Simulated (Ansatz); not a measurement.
fcc Al was calculated with r²SCAN-D4 (Ansatz, a quantum-chemistry and plane-wave program, plane waves, PAW).

Run with plane-wave cutoff 560 eV, 24×24×24 k mesh, Fermi–Dirac smearing 0.05 eV, scalar-relativistic PAW data made under PBE.

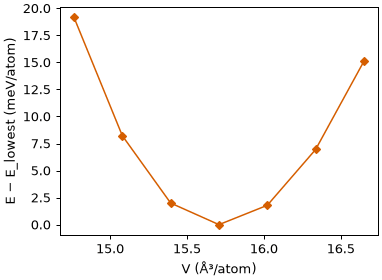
Fig. 1. Total energy against volume

Question: From the curve, estimate the equilibrium volume and the bulk modulus.

Answer: V0 ≈ 15.7 Å³/atom and B0 ≈ 96 GPa; the fit gives V0 = 15.711 Å³/atom, B0 = 96.1 GPa, B′ = 4.6.

Measured, for comparison: bulk modulus 80.8 GPa (corrected for temperature and zero-point phonon effects, our sources range from 77.1 to 82.0; as tabulated in Levämäki et al. (2014), arXiv:1402.3671); equilibrium volume per atom 16.22 Å³/atom (static lattice: zero-point anharmonic expansion removed; as tabulated in Mejia-Rodriguez and Trickey (2018), arXiv:1807.09216). Computed (rounded) less measured: bulk modulus +19 % (+17 % to +25 % over the range), equilibrium volume per atom -3.1 %.
